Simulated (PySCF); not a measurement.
# Cl6Ru ([RuCl6]-): the cost of one run

Programs: PySCF 2.14.0, with routines of our own; each step states its level. All values are computed. Atoms count from 0.

## (1) The system as given

7 atoms, charge -1, states of the metal's open shell are computed; geometry from: model geometry, bond lengths from ionic radii.

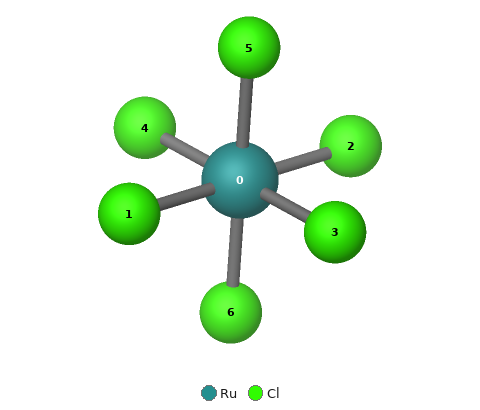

The starting geometry (ruthenium teal, chlorine green); sticks join atoms by distance alone.

## (2) Ligand-field states: state-averaged CASSCF in water

The job: settings as JSON, then the geometry in Å.

```
{"job": {"kind": "lf", "basis": {"metal": "x2c-TZVPall", "ligand": "x2c-SVPall"}, "nevpt": true, "solvent": "water"}, "charge": -1, "metal": "Ru", "open_shell": "d3"}
Ru     0.000000     0.000000     0.000000
Cl     0.000000     0.000000     2.275000
Cl     0.000000     0.000000    -2.275000
Cl     2.275000     0.000000     0.000000
Cl    -2.275000     0.000000     0.000000
Cl     0.000000     2.275000     0.000000
Cl    -0.000000    -2.275000     0.000000
```

With the program's defaults for keys left out, this is: state-averaged CASSCF of the metal d shell, SC-NEVPT2 on the averaged canonical orbitals, state-interaction spin-orbit coupling.

Run with:

```sh
OMP_NUM_THREADS=1 python lf_run.py task.json out
```

This one command runs all jobs of the session in turn.

Q: Estimate the wall time and peak memory of this first job on 1 thread of Arm Neoverse V2, shared host.

About 30 s, with a peak of 0.49 GiB.
